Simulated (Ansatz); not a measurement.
# Cu wire along [110], 23 atoms a period: bands along the axis

Wanted: the relaxed geometry and the bands of the Cu wire along [110], 23 atoms a period.

Method: DFT PBE, plane waves, PAW; relaxation of a wire's period; PAW set soft_1, in the first sound run; inputs show where later runs differ, in Ansatz 0.2.0.

## Step 1: The structure

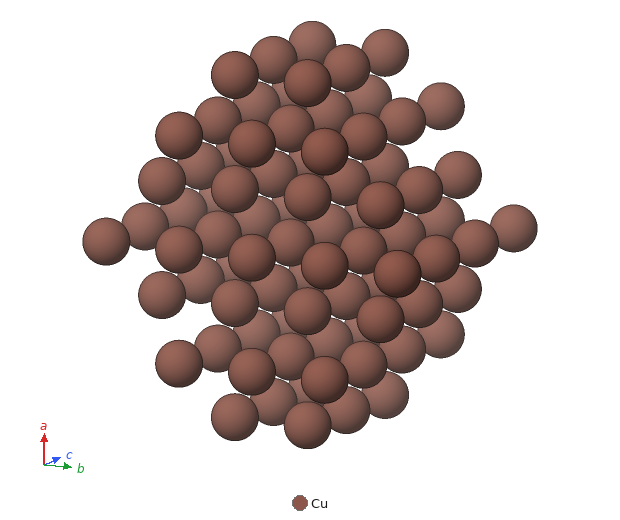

The cell as given, at a slant to the c axis (copper brown). 1×1×3 cells are drawn. Some periodic images of atoms are drawn too.

The cell holds 23 atoms: 23 Cu. Its edges and angles: a = 17.690 Å, b = 17.067 Å, c = 2.567 Å, α = 90.0°, β = 90.0°, γ = 90.0°. Vacuum lies along a and b. The structure's axis is c.

## Step 2: The relaxed wire

Band widths follow the bond lengths, so the wire is relaxed first. The atoms and the third cell vector are free; the box across stays fixed as vacuum. A Fermi-Dirac smearing is set since the result may be a metal. The pressure printed is a third of the stress's trace over the whole box, vacuum included; only the stress along the axis is relaxed.

Contents of input.yaml:

```yaml
crystal:
  lattice:
    - [17.69, 0.0, 0.0]
    - [0.0, 17.067, 0.0]
    - [0.0, 0.0, 2.5667976157]
  atoms:
    - { symbol: Cu, position: [0.294799322, 0.349610219, 0.0] }
    - { symbol: Cu, position: [0.294799322, 0.50000558, 0.0] }
    - { symbol: Cu, position: [0.5, 0.349610219, 0.0] }
    - { symbol: Cu, position: [0.5, 0.199214859, 0.0] }
    - { symbol: Cu, position: [0.5, 0.50000558, 0.0] }
    - { symbol: Cu, position: [0.705200678, 0.349610219, 0.0] }
    - { symbol: Cu, position: [0.705200678, 0.50000558, 0.0] }
    - { symbol: Cu, position: [0.192198982, 0.4248079, 0.5] }
    - { symbol: Cu, position: [0.192198982, 0.57520326, 0.5] }
    - { symbol: Cu, position: [0.397399661, 0.274412539, 0.5] }
    - { symbol: Cu, position: [0.397399661, 0.4248079, 0.5] }
    - { symbol: Cu, position: [0.397399661, 0.57520326, 0.5] }
    - { symbol: Cu, position: [0.397399661, 0.72559862, 0.5] }
    - { symbol: Cu, position: [0.602600339, 0.274412539, 0.5] }
    - { symbol: Cu, position: [0.602600339, 0.4248079, 0.5] }
    - { symbol: Cu, position: [0.602600339, 0.57520326, 0.5] }
    - { symbol: Cu, position: [0.602600339, 0.72559862, 0.5] }
    - { symbol: Cu, position: [0.807801018, 0.4248079, 0.5] }
    - { symbol: Cu, position: [0.807801018, 0.57520326, 0.5] }
    - { symbol: Cu, position: [0.294799322, 0.65040094, 0.0] }
    - { symbol: Cu, position: [0.5, 0.65040094, 0.0] }
    - { symbol: Cu, position: [0.5, 0.800796301, 0.0] }
    - { symbol: Cu, position: [0.705200678, 0.65040094, 0.0] }
kpoints:
  mp_grid: { grid: [1, 1, 32] }
scf:
  occupations: { method: fermi_dirac, width: 0.05 }
hamiltonian:
  xc: pbe
  pseudopotentials: { kind: paw, azcp: { folder: soft_1 } }
relax:
  cell: { fix: [a, b, alpha, beta, gamma] }
  max_steps: 45
  f_tol: 0.03
```

Launch:

```bash
$ ansatz run input.yaml --threads 16 --pin off --max-ram 61440MiB --backend cuda --events-out ev --progress --plain --runs-dir out --max-vram 78GiB
```

Numbers of over 12 decimals in the logs are rounded to 6 here.

Log:

```text
Engine: ansatz 0.2.0, aarch64-unknown-linux-gnu
Pseudopotentials: kind: paw
Pseudopotential: Cu, paw, valence charge 19, recommended cutoff 420 eV (normal), soft_1/Cu.paw.azcp
Functional definition: PBE
  parameter kappa = 0.804
  parameter beta = 0.066725
  exchange = pbe_x(kappa = kappa, mu = beta*pi^2/3)
  correlation = pbe_c(beta = beta)
concurrent solve slots: 9 of 16 are kept, ahead of what memory takes: no pass of the eigensolver takes more rounds on 9
[...]
Crystal: 23 atoms, lattice volume = 774.955 Å³
Basis set: ecut = 420 eV, 15227 PW (Γ), exchange–correlation on 240×240×36 points (8 copies of the dense FFT grid, shifted against one another)
Bands: 263, of which v1, the nominal top of the filled ones, is band 219 counted from 1 (218 counted from 0)
Symmetry: 8 space group operations
Space group: Pmmm (ITA 47), of the structure as read, at distance tolerance 9.2e-5 Å
k-points: 17 of 32
Non-local potential: Cu, projectors of the file, l = 0: 3, l = 1: 2, l = 2: 3, l = 3: 1
PAW form: soft (Blöchl's): semilocal exchange-correlation on the pseudo side does not see the compensation charge
PAW one-centre angular grid: Cu, 590 points (default); XC on 64 Gauss nodes
Initial density: superposition of atomic densities (neutral atoms: chi_scale 0, normalization atom)
Initial wavefunctions: pseudopotential atomic-orbital guess
[...]
Functional: x = pbe(κ = 0.804, μ = 0.219515), c = pbe(β = 0.066725)
SCF iter   1: F=—  HF=-152387.345642 eV  |F-HF|=—  |Δ(HF+E_count)|=         —  Δρ=1.43e-1  dr2=9.79e1  ethr=3.10e-3  ⟨swp⟩=6.7  Hψ=18043  notcnv=0  defer=247
preconditioner: auto → LDOS  [metal: Δε(μ)=0.015 eV  Ē_g=6.997 eV  σ=0.050 eV  W_gap=0.08  n_scr=154 (ndim 8)  ℏωp=21.2 eV  f_vac=0.580  D(μ)=11.74/eV (n_scr^D=68)  β→1.0]
SCF iter   2: F=—  HF=-152483.555849 eV  |F-HF|=—  |Δ(HF+E_count)|=    9.62e1  Δρ=2.81e-1  dr2=3.52e2  ethr=3.10e-3  ⟨swp⟩=4.0  Hψ=13689  notcnv=0  defer=529  recentre
[...]
SCF iter  14: F=-152370.197737 eV  HF=-152370.197737 eV  |F-HF|=1.07e-8  |Δ(HF+E_count)|=   8.71e-7  Δρ=3.15e-6  dr2=4.55e-8  ethr=2.29e-11  ⟨swp⟩=4.3  Hψ=13299  notcnv=0
SCF 1 converged in 14 iterations: F = -152370.197737 eV  dr2 = 4.55e-8
  greatest PAW one-centre occupation: 1.000 electrons in one spin orbital (limit 2), on the Cu atom at site 18 (counted from 0), in its partial waves of l = 0
relax step   1: F+E_penalty+E_count = -152370.19773715 eV  Δ(F+E_penalty+E_count) = +0.000e0 eV  max|allowed force component| = 5.076e-1 eV/Å  Δτ_max = 0.0000 Å  P = -1.668 GPa  Ω = 774.955 Å³  fix = [a, b, alpha, beta, gamma]  reactions: a -1.451, b -1.390 GPa  (14 SCF iters, dr2 threshold 1.00e-7 eV, accepted)
concurrent solve slots: 9 of 16 are kept, ahead of what memory takes: no pass of the eigensolver takes more rounds on 9
[...]
Crystal: 23 atoms, lattice volume = 767.785 Å³
Basis set: ecut = 420 eV, 15015 PW (Γ), exchange–correlation on 240×240×36 points (8 copies of the dense FFT grid, shifted against one another)
[...]
iter 1 solved again at ethr=3.46e-5 eV; its pass at ethr=3.10e-3 eV (dr2=1.51e-1 eV) is discarded
SCF iter   1: F=—  HF=-152370.418520 eV  |F-HF|=—  |Δ(HF+E_count)|=         —  Δρ=5.90e-3  dr2=1.54e-1  ethr=3.46e-5  ⟨swp⟩=2.9  Hψ=21651  notcnv=0
preconditioner: auto → LDOS  [metal: Δε(μ)=0.055 eV  Ē_g=7.779 eV  σ=0.050 eV  W_gap=0.26  n_scr=146 (ndim 8)  ℏωp=21.3 eV  f_vac=0.584  D(μ)=7.09/eV (n_scr^D=36)  β→1.0]
SCF iter   2: F=—  HF=-152370.545352 eV  |F-HF|=—  |Δ(HF+E_count)|=   1.27e-1  Δρ=1.31e-2  dr2=7.41e-1  ethr=3.46e-5  ⟨swp⟩=3.1  Hψ=10669  notcnv=0  recentre
[...]
SCF iter   9: F=-152370.388797 eV  HF=-152370.388796 eV  |F-HF|=7.62e-7  |Δ(HF+E_count)|=   1.17e-7  Δρ=4.95e-6  dr2=1.45e-7  ethr=5.26e-10  ⟨swp⟩=3.7  Hψ=12209  notcnv=0
SCF 2 converged in 9 iterations: F = -152370.388797 eV  dr2 = 1.45e-7
relax step   2: F+E_penalty+E_count = -152370.38879664 eV  Δ(F+E_penalty+E_count) = -1.911e-1 eV  max|allowed force component| = 2.967e-1 eV/Å  Δτ_max = 0.0661 Å  P = -0.822 GPa  Ω = 767.785 Å³  energy of the carried Pulay correction = +2.051e-3 eV  fix = [a, b, alpha, beta, gamma]  reactions: a -0.673, b -0.668 GPa  (9 SCF iters, dr2 threshold 2.30e-6 eV, accepted)
[...]
SCF 3 converged in 9 iterations: F = -152370.468934 eV  dr2 = 4.64e-7
relax step   3: F+E_penalty+E_count = -152370.46893354 eV  Δ(F+E_penalty+E_count) = -8.014e-2 eV  max|allowed force component| = 6.422e-2 eV/Å  Δτ_max = 0.0942 Å  P = +0.167 GPa  Ω = 758.692 Å³  energy of the carried Pulay correction = +4.681e-3 eV  fix = [a, b, alpha, beta, gamma]  reactions: a +0.166, b +0.146 GPa  (9 SCF iters, dr2 threshold 2.30e-6 eV, accepted)
[...]
SCF 4 converged in 8 iterations: F = -152370.471599 eV  dr2 = 6.17e-8
relax step   4: F+E_penalty+E_count = -152370.47159854 eV  Δ(F+E_penalty+E_count) = -2.665e-3 eV  max|allowed force component| = 5.575e-3 eV/Å  Δτ_max = 0.0107 Å  P = -0.013 GPa  Ω = 759.432 Å³  energy of the carried Pulay correction = +4.465e-3 eV  fix = [a, b, alpha, beta, gamma]  reactions: a -0.010, b -0.033 GPa  (8 SCF iters, dr2 threshold 2.58e-7 eV, accepted)
[...]
SCF 5 converged in 9 iterations: F = -152370.466548 eV  dr2 = 1.08e-10
relax step   5: F+E_penalty+E_count = -152370.46654784 eV  Δ(F+E_penalty+E_count) = +5.051e-3 eV  max|allowed force component| = 5.538e-3 eV/Å  Δτ_max = 0.0000 Å  P = -0.009 GPa  Ω = 759.432 Å³  fix = [a, b, alpha, beta, gamma]  reactions: a -0.007, b -0.030 GPa  stress off target by 1.13e-2 GPa on what of the cell is left free  SCF on the basis re-selected at this cell (its energy is not comparable with the rows above)  (9 SCF iters)
[...]
SCF converged after 9 iterations
[...]
k-point 16: bands = ["-109.6496", "-109.6496", "-109.6177", "-109.6177", "-109.6154", "-109.6154", "-109.6108", "-109.5907", "-109.5905", "-109.3320", "-109.3320", "-109.3320", "-109.3320", "-109.3271", "-109.3271", "-109.3271", "-109.3271", "-109.1743", "-109.1743", "-109.1565", "-109.1565", "-109.1538", "-109.1538", "-67.0741", "-67.0736", "-67.0546", "-67.0504", "-67.0433", "-67.0426", "-67.0393", "-67.0237", "- [...]
--- Relaxed structure (4 steps of the walk, 4 accepted, 1 SCFs on fresh bases) ---
  F+E_penalty+E_count = -152370.46654784 eV   max|allowed force component| = 5.538e-3 eV/Å   (the final SCF, on the basis selected at the relaxed cell)
  cell:  # Å, volume = 759.4323 Å³
    - [17.69, 0.0, 0.0]
    - [0.0, 17.067, 0.0]
    - [0.0, 0.0, 2.515382]
  atoms:
    - { symbol: Cu, position: [0.293986, 0.348343, 0.0] }
    - { symbol: Cu, position: [0.294529, 0.500000, 0.0] }
    - { symbol: Cu, position: [0.5, 0.351787, 0.0] }
    - { symbol: Cu, position: [0.5, 0.208383, 0.0] }
    - { symbol: Cu, position: [0.5, 0.500000, 0.0] }
    - { symbol: Cu, position: [0.706014, 0.348343, 0.0] }
    - { symbol: Cu, position: [0.705471, 0.500000, 0.0] }
    - { symbol: Cu, position: [0.196720, 0.425890, 0.5] }
    - { symbol: Cu, position: [0.196720, 0.574110, 0.5] }
    - { symbol: Cu, position: [0.395510, 0.276145, 0.5] }
    - { symbol: Cu, position: [0.396610, 0.425149, 0.5] }
    - { symbol: Cu, position: [0.396610, 0.574851, 0.5] }
    - { symbol: Cu, position: [0.395510, 0.723855, 0.5] }
    - { symbol: Cu, position: [0.604490, 0.276145, 0.5] }
    - { symbol: Cu, position: [0.603390, 0.425149, 0.5] }
    - { symbol: Cu, position: [0.603390, 0.574851, 0.5] }
    - { symbol: Cu, position: [0.604490, 0.723855, 0.5] }
    - { symbol: Cu, position: [0.803280, 0.425890, 0.5] }
    - { symbol: Cu, position: [0.803280, 0.574110, 0.5] }
    - { symbol: Cu, position: [0.293986, 0.651657, 0.0] }
    - { symbol: Cu, position: [0.5, 0.648213, 0.0] }
    - { symbol: Cu, position: [0.5, 0.791617, 0.0] }
    - { symbol: Cu, position: [0.706014, 0.651657, 0.0] }
```

Elapsed: 8.1 s, on 1 × NVIDIA GB200 with 16 threads of Arm Neoverse V2, shared host; peak memory 1.4 GiB.

Step by step:

```tsv
step	energy less that of the first step (eV)	largest force component (eV/Å)	pressure (GPa)	volume (Å³)
1	0.0000	0.5076	-1.67	774.96
2	-0.1911	0.2967	-0.82	767.78
3	-0.2712	0.0642	0.17	758.69
4	-0.2739	0.0056	-0.01	759.43
5	-0.2688	0.0055	-0.01	759.43
```

The log counts 1 steps on a newly chosen plane-wave basis, not all of them marked here; energy and pressure can jump at such steps.

The run keeps the 8 symmetry operations that it works with, so distortions that break them were not tested.

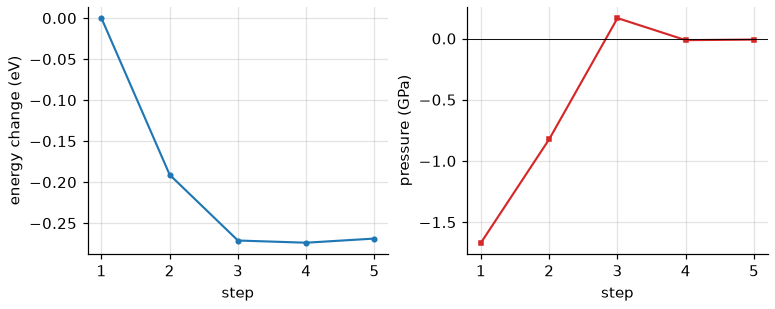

Energy and pressure along the relaxation.

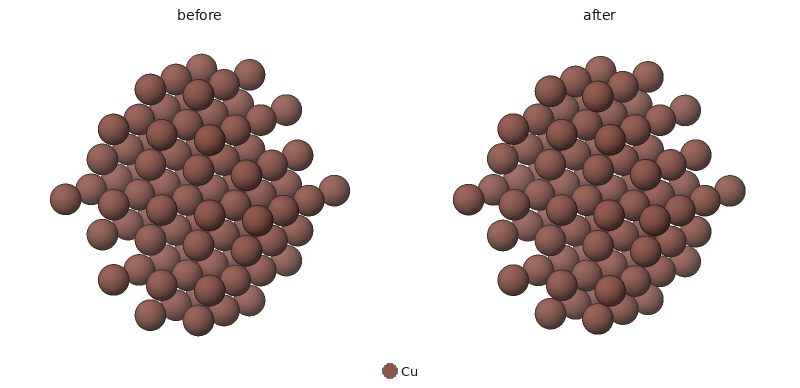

Before and after, at one scale.

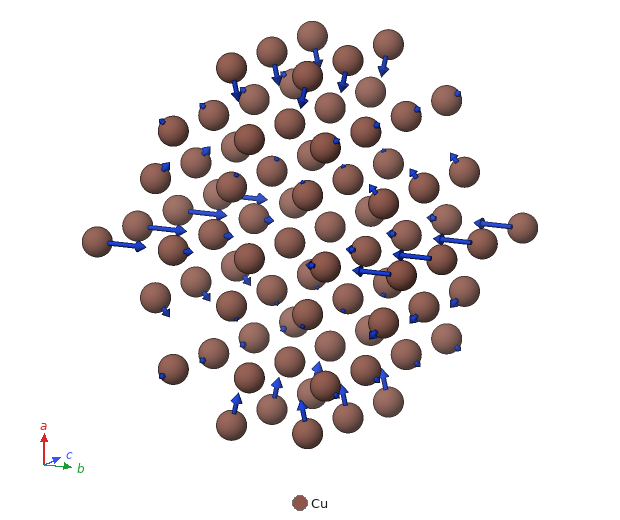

Displacements in the relaxation, exaggerated, measured against the changing cell; the longest in the cell stands for 0.16 Å. 1×1×3 cells are drawn. Some periodic images of atoms are drawn too.

```tsv
cell as run	before	after	change
c (Å)	2.567	2.515	-2.0 %
```

The atoms that moved most (Å, along periodic axes as changes of fractional coordinates times the final cell, across vacuum about the mean position):

```tsv
atom	dx	dy	dz	length
Cu22	0.000	-0.157	0.000	0.157
Cu4	0.000	0.157	0.000	0.157
Cu19	-0.080	-0.019	0.000	0.082
Cu9	0.080	-0.019	0.000	0.082
Cu18	-0.080	0.019	0.000	0.082
Cu8	0.080	0.019	0.000	0.082
Cu14	0.033	0.030	0.000	0.045
Cu10	-0.033	0.030	0.000	0.045
```

This step gave:

| Quantity | Value |
| --- | --- |
| energy at zero smearing | -152370.4363 eV |
| cell length along the wire | 2.515 Å |

The cell's length comes to 2.515 Å with spin left out.

## Step 3: The wire at its relaxed period

This step: DFT PBE, plane waves, PAW; bands of a perfect wire; PAW set soft_1 (Ansatz 0.2.0).

At the relaxed period the bands are computed along the axis; those that cross an energy going forward count the channels that a perfect wire would open there.

Contents of input.yaml:

```yaml
crystal:
  lattice:
    - [17.69, 0.0, 0.0]
    - [0.0, 17.067, 0.0]
    - [0.0, 0.0, 2.5153824494]
  atoms:
    - { symbol: Cu, position: [0.293986489, 0.348342665, 0.0] }
    - { symbol: Cu, position: [0.29452928, 0.5, 0.0] }
    - { symbol: Cu, position: [0.5, 0.35178694, 0.0] }
    - { symbol: Cu, position: [0.5, 0.208383343, 0.0] }
    - { symbol: Cu, position: [0.5, 0.5, 0.0] }
    - { symbol: Cu, position: [0.706013511, 0.348342665, 0.0] }
    - { symbol: Cu, position: [0.70547072, 0.5, 0.0] }
    - { symbol: Cu, position: [0.196720123, 0.425889609, 0.5] }
    - { symbol: Cu, position: [0.196720123, 0.574110391, 0.5] }
    - { symbol: Cu, position: [0.395509523, 0.276144906, 0.5] }
    - { symbol: Cu, position: [0.396609827, 0.425148518, 0.5] }
    - { symbol: Cu, position: [0.396609827, 0.574851482, 0.5] }
    - { symbol: Cu, position: [0.395509523, 0.723855094, 0.5] }
    - { symbol: Cu, position: [0.604490477, 0.276144906, 0.5] }
    - { symbol: Cu, position: [0.603390173, 0.425148518, 0.5] }
    - { symbol: Cu, position: [0.603390173, 0.574851482, 0.5] }
    - { symbol: Cu, position: [0.604490477, 0.723855094, 0.5] }
    - { symbol: Cu, position: [0.803279877, 0.425889609, 0.5] }
    - { symbol: Cu, position: [0.803279877, 0.574110391, 0.5] }
    - { symbol: Cu, position: [0.293986489, 0.651657335, 0.0] }
    - { symbol: Cu, position: [0.5, 0.64821306, 0.0] }
    - { symbol: Cu, position: [0.5, 0.791616657, 0.0] }
    - { symbol: Cu, position: [0.706013511, 0.651657335, 0.0] }
kpoints:
  mp_grid: { grid: [1, 1, 32] }
  band_path: { path: ["Γ", Z], npoints: 90 }
scf:
  occupations: { method: fermi_dirac, width: 0.05 }
hamiltonian:
  xc: pbe
  pseudopotentials: { kind: paw, azcp: { folder: soft_1 } }
output:
  dos: { e_range: [-5, 4] }
  write_potential: true
  write_density: true
  volumetric_format: npy
```

Log:

```text
[...]
Crystal: 23 atoms, lattice volume = 759.432 Å³
Basis set: ecut = 420 eV, 14811 PW (Γ)
Bands: 263, of which v1, the nominal top of the filled ones, is band 219 counted from 1 (218 counted from 0)
[... 1 set-up line as in the run before ...]
[...]
k-points: 17 of 32
[...]
SCF iter   1: F=—  HF=-152388.209361 eV  |F-HF|=—  |Δ(HF+E_count)|=         —  Δρ=1.46e-1  dr2=9.93e1  ethr=3.10e-3  ⟨swp⟩=6.8  Hψ=18433  notcnv=0  defer=270
[...]
SCF iter   6: F=—  HF=-152370.461422 eV  |F-HF|=—  |Δ(HF+E_count)|=   2.07e-2  Δρ=1.87e-3  dr2=1.54e-2  ethr=1.39e-5  ⟨swp⟩=2.5  Hψ=7150  notcnv=0  defer=552
[...]
SCF iter  11: F=—  HF=-152370.466594 eV  |F-HF|=—  |Δ(HF+E_count)|=   2.82e-3  Δρ=2.02e-5  dr2=2.01e-6  ethr=4.08e-9  ⟨swp⟩=2.4  Hψ=6054  notcnv=0  defer=552
[...]
SCF iter  13: F=-152370.466598 eV  HF=-152370.466597 eV  |F-HF|=4.59e-7  |Δ(HF+E_count)|=   1.56e-6  Δρ=4.07e-6  dr2=9.18e-8  ethr=2.29e-11  ⟨swp⟩=11.5  Hψ=21355  notcnv=0
SCF 1 converged in 13 iterations: F = -152370.466598 eV  dr2 = 9.18e-8
[...]
NSCF: frozen V_eff on 91 k-points
[...]
SCF converged after 13 iterations
[...]
```

Elapsed: 8.2 s, on 1 × NVIDIA GB200 with 16 threads; peak memory 2.2 GiB; 66 s of CPU time.

Numbers from this step:

- band gap: 0 eV

Electronic bands along the path, in eV, zero at the Fermi level; # counts the bands kept:

```tsv
point	#62	#63	#64	#65	#66	#67	#68	#69
Γ	-1.37	-1.33	-1.30	-1.28	-0.98	-0.73	-0.63	-0.61
Z	0.69	0.96	1.21	1.25	1.33	1.36	1.69	2.27
```

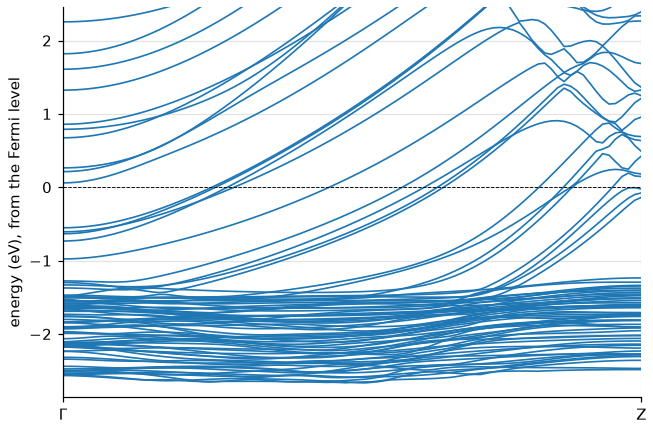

Electronic bands along the path.

Between Γ and Z the bands cross the Fermi level 14 times, so a perfect wire would conduct at least 14 G₀, with spin left out.

## Step 4: Outcome

| Quantity | Value |
| --- | --- |
| cell length, PBE | 2.515 Å |
| ballistic conductance by band crossings, a lower bound, PBE | 14 G₀ |

Under PBE the cell's length is 2.52 Å, and the bands cross the Fermi level 14 times between Γ and Z, which gives a perfect wire at least 14 G₀ (opposite crossings within one step of the path cancel in such a count).

[Logs are printed without paths, hosts, clocks, repeated set-up lines and the standing remarks that a program may print on its own settings, such as how far it seeks lower states.]

[Hosts, paths, dates, database ids (printed as entryN), source tags and the programs' standing remarks are cut or masked in the printed files.]
